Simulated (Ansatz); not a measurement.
# H2O2 (triplet): from Hartree-Fock to the top rungs at distance O1–H3 along a hydrogen transfer = 1.161 Å, cc-pVTZ

How much of the correlation energy of H2O2 (triplet) does each wave-function method recover here?

Computed with Ansatz 0.2.0, Gaussian basis. Level: cc-pVTZ, core rule «outside noble gas», up to 2 orbitals frozen.

The runs, in order: UHF; CCSD(T) on ROHF; CCSD(T) on UHF; BCCD(T) on ROHF; CCSDT(Q) on ROHF; CCSDT(Q) on UHF; CASSCF and NEVPT2, 4 electrons in 4 orbitals; CASSCF and NEVPT2, 14 electrons in 10 orbitals.

## (1) The geometry

The geometry derives from fragments relaxed apart (PBE0/def2-TZVP) and kept rigid, so it is no stationary point. A hydrogen atom is moved between rigid fragments.

4 atoms, charge 0, spin multiplicity 3.

Atoms are counted from 1 here; the program's logs count them from 0.

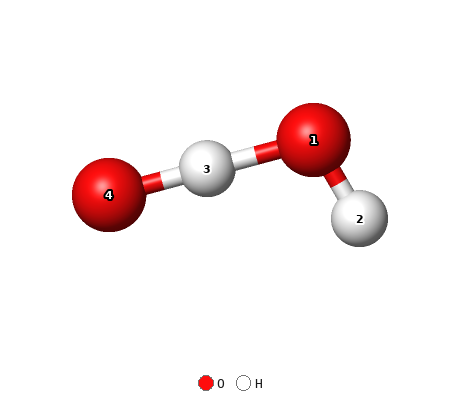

The geometry (oxygen red, hydrogen white); atoms are numbered from 1 in the order of the file.

## (2) UHF

The input, in.yaml:

```yaml
crystal:
  periodic: [false, false, false]
  atoms:
    - {symbol: O, position_ang: [-1.076406, -0.027457, 0.000000]}
    - {symbol: H, position_ang: [-1.325715, 0.899119, 0.000000]}
    - {symbol: H, position_ang: [0.084594, -0.027457, 0.000000]}
    - {symbol: O, position_ang: [1.154594, -0.027457, 0.000000]}
basis:
  gaussian: {orbitals: cc-pVTZ}
magnetization: {spin_polarized: true, initial_magnetization: 2}
hamiltonian: {xc: hf}
output: {orbitals: {seedname: orbitals}}
```

Launch:

```console
> ansatz run in.yaml --threads 1 --pin off --events-out ev --progress --plain --max-ram 2816MiB --backend cpu
```

After this run come: CCSD(T) on ROHF; CCSD(T) on UHF; BCCD(T) on ROHF; CCSDT(Q) on ROHF; CCSDT(Q) on UHF; CASSCF and NEVPT2, 4 electrons in 4 orbitals; CASSCF and NEVPT2, 14 electrons in 10 orbitals.

**Question.** What will the summary of the whole plan be? Wanted: UCCSDT(Q) below the RHF energy; RMP2 from UCCSDT(Q); UMP2 from UCCSDT(Q); RCCSD from UCCSDT(Q); RCCSD(T) from UCCSDT(Q); UCCSD(T) from UCCSDT(Q); RCCSDT(Q) from UCCSDT(Q); NEVPT2 pair from UCCSDT(Q); NEVPT2 valence from UCCSDT(Q).

The runs gave:

| quantity | value |
| --- | --- |
| UCCSDT(Q) below the RHF energy | -13.2916 eV |
| RMP2 from UCCSDT(Q) | +1147.6 meV |
| UMP2 from UCCSDT(Q) | +1159.1 meV |
| RCCSD from UCCSDT(Q) | +464.7 meV |
| RCCSD(T) from UCCSDT(Q) | +56.6 meV |
| UCCSD(T) from UCCSDT(Q) | +53.0 meV |
| RCCSDT(Q) from UCCSDT(Q) | +4.7 meV |
| NEVPT2 pair from UCCSDT(Q) | +1020.8 meV |
| NEVPT2 valence from UCCSDT(Q) | +1638.5 meV |
| levels within 1 kcal/mol (43 meV) | RCCSDT, UCCSDT, RCCSDT(Q) |
| T1 diagnostic | 0.044 |
| effectively unpaired electrons | 2.02 |

**Reading.** RCCSD(T) misses by +56.6 meV, 0.4 % of the correlation energy. The occupations are near whole numbers, but T1 = 0.044 shows that the orbitals relax strongly. Of the multireference levels listed NEVPT2 pair comes nearest in total energy (+1020.8 meV), which doesn't show that its space is the better one. These misses are within one basis, not against nature; the frozen cores of restricted and unrestricted runs differ, which can shift their rows.
